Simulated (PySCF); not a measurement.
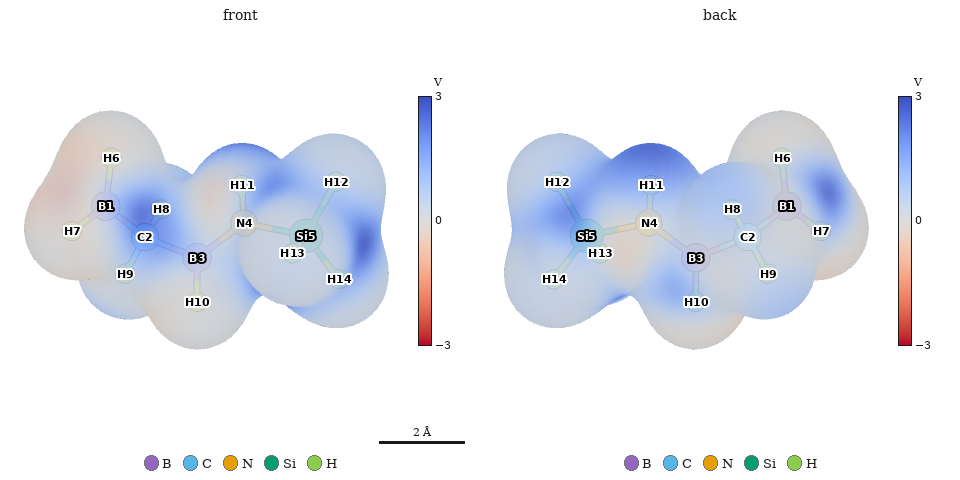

*CH9B2NSi (SMILES BCBN[SiH3]). The molecular electrostatic potential painted on the density surface at 0.004 e/bohr³, seen from the front and from behind; red is negative and blue positive.*

Geometry: GFN2-xTB.

All numbers below come from PySCF, CAM-B3LYP/def2-SVPD, SCF density, gas phase.

```xyz
14

B    -2.3863    0.2380   -0.0921
C    -1.5752   -0.4541    1.0412
B    -0.1284    0.2181    0.9672
N     0.8610   -0.3326    0.1490
Si    2.5091    0.1813   -0.0884
H    -2.3932   -0.2121   -1.1747
H    -2.9567    1.2402    0.1114
H    -1.4781   -1.5295    0.8913
H    -1.9948   -0.2729    2.0290
H     0.1330    1.1835    1.5776
H     0.5900   -1.1496   -0.3797
H     3.0024   -0.6509   -1.1880
H     2.5344    1.6009   -0.4399
H     3.2821   -0.0608    1.1338
```

### Which sites attract a positive test charge, and which a negative one?

A positive charge is drawn to the negative regions and a negative charge to the positive ones. The most negative region (about −0.4 V) lies over H7, the most positive (about +2.5 V) over B1, Si5 and H11.

### What dipole moment does the calculation give?

Its dipole moment is 1.43 D.
